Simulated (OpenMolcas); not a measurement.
**triplet C2H4GaN at 6 levels**

We compute a comparison of 6 runs (UHF/3-21G, UB3LYP/def2-SVP, UPBE0/def2-SVP, USVWN5/def2-SVP, UTPSS/def2-SVP, ROMP2/def2-SVP) of triplet C2H4GaN. 

The results are computed with OpenMolcas 26.06.

1 further run of the same task is left out (it didn't finish).

## 1. Starting point

C2H4GaN: 8 atoms, total charge 0, spin state triplet. SMILES of the parent species: `N=C=[CH][GaH2]`. Geometry: relaxed at PBE0-D4/def2-TZVP. That shape belongs to the parent species and isn't relaxed for this state.

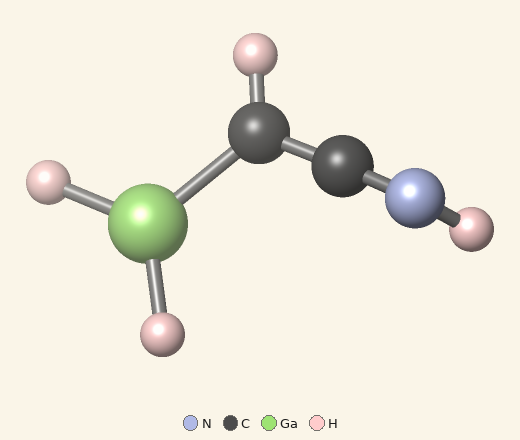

Viewed from a chosen angle; nitrogen light blue, carbon dark grey, gallium green, hydrogen pink.

## 2. The energy at UHF/3-21G (run 1)

mol.inp reads:

```
&GATEWAY
BASLIB=$CurrDir
COORD
8
angstrom
N        0.336900       2.061700      -0.854600
C        0.365600       1.114900      -0.096000
C        0.472300       0.025700       0.622800
Ga      -0.381300      -1.593600       0.007200
H       -0.411400       2.740600      -0.770200
H        1.040500       0.073900       1.545200
H       -0.231900      -2.886400       0.876300
H       -1.190600      -1.536800      -1.330700
BASIS=3-21G
GROUP=NoSym
&SEWARD
&SCF
UHF
SPIN=3
THRESHOLDS=1e-10 1e-07 1e-07 1e-05
PRORBITALS=1 2
```

The basis set 3-21G is read from a file made from the Basis Set Exchange's data (not shown).

On the command line:

```console
export MOLCAS_MEM=1860
pymolcas mol.inp > mol.log
```

What it wrote:

```text
--- Start Module: gateway ---
[...]
--- Stop Module: gateway /rc=_RC_ALL_IS_WELL_ ---
--- Start Module: seward ---
[...]
      Basis functions           57
--- Stop Module: seward /rc=_RC_ALL_IS_WELL_ ---
[...]
--- Start Module: scf ---
[...]
       Convergence after  36 Iterations
[...]
::    Total SCF energy                              -2045.4138511102
[...]
      Total spin, S                                     1.0070175869
[...]
      Total electronic charge=   54.000000
      Total            charge=   -0.000000
[...]
      Dipole Moment (debye):
      Origin of the operator (angstrom)=   -0.1109   -0.6210   -0.0435
                   X=  5.6584E-01               Y=  4.4422E+00               Z=  1.6911E+00           Total=  4.7868E+00
      Quadrupole Moment (debye*angstrom):
[...]
--- Stop Module: scf /rc=_RC_ALL_IS_WELL_ ---
[...]
```

It took 6.3 s on 1 thread of Intel Xeon Platinum 8259CL at 2.50GHz (Skylake/Cascade Lake), shared host; peak memory 0.39 GiB.

## 3. A single-point energy at UB3LYP/def2-SVP (run 2)

input.xyz reads:

```xyz
8

N      0.336900     2.061700    -0.854600
C      0.365600     1.114900    -0.096000
C      0.472300     0.025700     0.622800
Ga    -0.381300    -1.593600     0.007200
H     -0.411400     2.740600    -0.770200
H      1.040500     0.073900     1.545200
H     -0.231900    -2.886400     0.876300
H     -1.190600    -1.536800    -1.330700
```

calc.inp reads:

```
&GATEWAY
 BASLIB=$CurrDir
 COORD=input.xyz
 BASIS=def2-SVP
 GROUP=NoSym

&SEWARD
 GRIDINPUT
 Grid=UltraFine
 End of Grid

&SCF
 UHF
 SPIN=3
 KSDFT=B3LYP
 THRESHOLDS=1e-10 1e-07 1e-07 1e-05
 PRORBITALS=1 1
```

The basis set def2-SVP is read from a file made from the Basis Set Exchange's data (not shown).

On the command line:

```console
export MOLCAS_MEM=1860
pymolcas calc.inp > calc.log
```

What it wrote:

```text
--- Start Module: gateway ---
[...]
--- Stop Module: gateway /rc=_RC_ALL_IS_WELL_ ---
--- Start Module: seward ---
[...]
      Basis functions           94
--- Stop Module: seward /rc=_RC_ALL_IS_WELL_ ---
[...]
--- Start Module: scf ---
[...]
       Convergence after  28 Iterations
[...]
::    Total KS-DFT energy                           -2057.7291172466
[...]
      Total spin, S                                     1.0017696669
[...]
      Total electronic charge=   54.000000
      Total            charge=   -0.000000
[...]
      Dipole Moment (debye):
      Origin of the operator (angstrom)=   -0.1109   -0.6210   -0.0435
                   X=  6.3470E-01               Y=  4.1149E+00               Z=  1.1909E+00           Total=  4.3305E+00
      Quadrupole Moment (debye*angstrom):
[...]
--- Stop Module: scf /rc=_RC_ALL_IS_WELL_ ---
[...]
```

Wall time 91 s (1 thread of Intel Xeon Platinum 8259CL at 2.50GHz (Skylake/Cascade Lake), shared host); peak memory 0.52 GiB.

Runs 3 to 4 aren't shown in full; the table further down has their settings and results.

## 4. A single-point energy at UTPSS/def2-SVP (run 5)

mol.xyz reads:

```xyz
8

N      0.336900     2.061700    -0.854600
C      0.365600     1.114900    -0.096000
C      0.472300     0.025700     0.622800
Ga    -0.381300    -1.593600     0.007200
H     -0.411400     2.740600    -0.770200
H      1.040500     0.073900     1.545200
H     -0.231900    -2.886400     0.876300
H     -1.190600    -1.536800    -1.330700
```

job.inp reads:

```
&GATEWAY
 BasLib
 $CurrDir
 Coord
 mol.xyz
 Basis
 def2-SVP
 Group
 NoSym

&SEWARD
 GridInput
 Grid=UltraFine
 End of Grid

&SCF
 UHF
 Spin
 3
 KSDFT
 2
 1.0 MGGA_X_TPSS
 1.0 MGGA_C_TPSS
 Thresholds
 1e-10 1e-07 1e-07 1e-05
 PrOrbitals
 0
```

The basis set def2-SVP is read from a file made from the Basis Set Exchange's data (not shown).

On the command line:

```console
export MOLCAS_MEM=1860
pymolcas job.inp > job.log
```

What it wrote:

```text
--- Start Module: gateway ---
[...]
--- Stop Module: gateway /rc=_RC_ALL_IS_WELL_ ---
--- Start Module: seward ---
[...]
      Basis functions           94
--- Stop Module: seward /rc=_RC_ALL_IS_WELL_ ---
[...]
--- Start Module: scf ---
[...]
       Convergence after  26 Iterations
[...]
::    Total KS-DFT energy                           -2057.7057634801
[...]
      Total spin, S                                     1.0019698007
[...]
      Total electronic charge=   54.000000
      Total            charge=   -0.000000
[...]
      Dipole Moment (debye):
      Origin of the operator (angstrom)=   -0.1109   -0.6210   -0.0435
                   X=  6.7665E-01               Y=  4.2547E+00               Z=  1.1340E+00           Total=  4.4549E+00
      Quadrupole Moment (debye*angstrom):
[...]
--- Stop Module: scf /rc=_RC_ALL_IS_WELL_ ---
[...]
```

Run time: 2.3 min. Hardware: 1 thread of Intel Xeon Platinum 8259CL at 2.50GHz (Skylake/Cascade Lake), shared host; peak memory 0.52 GiB.

## 5. A single-point energy at ROMP2/def2-SVP (run 6)

test.inp reads:

```
* C2H4GaN ROMP2
>>> EXPORT MOLCAS_PRINT=2

&GATEWAY
  BasLib=$CurrDir
  Coord
  8
  angstrom
  N        0.336900       2.061700      -0.854600
  C        0.365600       1.114900      -0.096000
  C        0.472300       0.025700       0.622800
  Ga      -0.381300      -1.593600       0.007200
  H       -0.411400       2.740600      -0.770200
  H        1.040500       0.073900       1.545200
  H       -0.231900      -2.886400       0.876300
  H       -1.190600      -1.536800      -1.330700
  Basis=def2-SVP
  Group=NoSym

&SEWARD

&SCF
  UHF
  Spin=3
  Thresholds=1e-10 1e-07 1e-07 1e-05
  PrOrbitals=1 2

&RASSCF
  FileOrb=$Project.UnaOrb
  Spin=3
  Nactel=2 0 0
  Inactive=26
  Ras2=2
  OutOrbitals=Canonical
  OrbListing=Few

&CASPT2
  IPEA=0.0
  Frozen=12
```

The basis set def2-SVP is read from a file made from the Basis Set Exchange's data (not shown).

On the command line:

```console
export MOLCAS_MEM=1860
pymolcas test.inp > test.log
```

What it wrote:

```text
--- Start Module: gateway ---
[...]
--- Stop Module: gateway /rc=_RC_ALL_IS_WELL_ ---
[...]
      Basis functions           94
[...]
       Convergence after  55 Iterations
[...]
::    Total SCF energy                              -2055.2141320571
[...]
      Total spin, S                                     1.0058959160
[...]
--- Start Module: rasscf ---
[...]
      Number of active orbitals                  2
[...]
      Spin quantum number                      1.0
[...]
      Active orbitals                            2
[...]
      Number of CSFs                             1
[...]
      Number of root(s) required                 1
[...]
      Convergence after 13 iterations
[...]
      printout of CI-coefficients larger than  0.05 for root  1
      energy=   -2055.207594
      conf/sym  11     Coeff  Weight
             1  uu   1.00000 1.00000
      Natural orbitals and occupation numbers for root  1
      sym 1:   1.000000   1.000000
      ************************************************************************************************************************
      *                                                    Final results                                                     *
[...]
::    RASSCF root number  1 Total energy:  -2055.20759369
[...]
      Total electronic charge=   54.000000
      Total            charge=   -0.000000
[...]
      Dipole Moment (debye):
      Origin of the operator (angstrom)=   -0.1109   -0.6210   -0.0435
                   X=  3.6745E-01               Y=  3.3155E+00               Z=  1.7666E+00           Total=  3.7746E+00
      Quadrupole Moment (debye*angstrom):
[...]
--- Stop Module: rasscf /rc=_RC_ALL_IS_WELL_ ---
[...]
--- Start Module: caspt2 ---
[...]
 ###    WARNING: User changed nr of frozen orbitals.                         ###
 ###############################################################################
[...]
      E2 (Variational):          -0.6331123106
      Total energy:           -2055.8407059976
[...]
      Reference weight:           0.81786
[...]
::    CASPT2 Root  1     Total energy:  -2055.84070600
[...]
--- Stop Module: caspt2 /rc=_RC_ALL_IS_WELL_ ---
[...]
```

Run time: 41 s. Hardware: 1 thread of Intel Xeon Platinum 8259CL at 2.50GHz (Skylake/Cascade Lake), shared host; peak memory 0.52 GiB.

## 6. All runs side by side

| run | level | integration grid | frozen core orbitals | energy (Eh) | dipole moment (D) | HOMO energy (eV) | ⟨S²⟩ | wall time |
| --- | --- | --- | --- | --- | --- | --- | --- | --- |
| 1 | UHF/3-21G | – | – | -2045.413851 | 4.79 | -4.67 | 2.021 | 6.3 s |
| 2 | UB3LYP/def2-SVP | UltraFine | – | -2057.729117 | 4.33 | -3.18 | 2.005 | 91 s |
| 3 | UPBE0/def2-SVP | UltraFine | – | -2057.263981 | 4.35 | -3.39 | 2.007 | 86 s |
| 4 | USVWN5/def2-SVP | UltraFine | – | -2053.486748 | 4.27 | -2.70 | 2.002 | 79 s |
| 5 | UTPSS/def2-SVP | UltraFine | – | -2057.705763 | 4.45 | -2.69 | 2.006 | 2.3 min |
| 6 | ROMP2/def2-SVP | – | 12 | -2055.840706 | – | – | – | 41 s |

## 7. Summary of results

| quantity | value |
| --- | --- |
| run 6: total energy | -2055.84071 Eh |

Over runs 1, 2, 3, 4, 5 the dipole moment (its size) runs from 4.27 D (USVWN5/def2-SVP) to 4.79 D (UHF/3-21G). The two ends differ in method and basis. Totals of different functionals can't be ranked against each other. All runs together took 7.4 min, the longest 2.3 min.
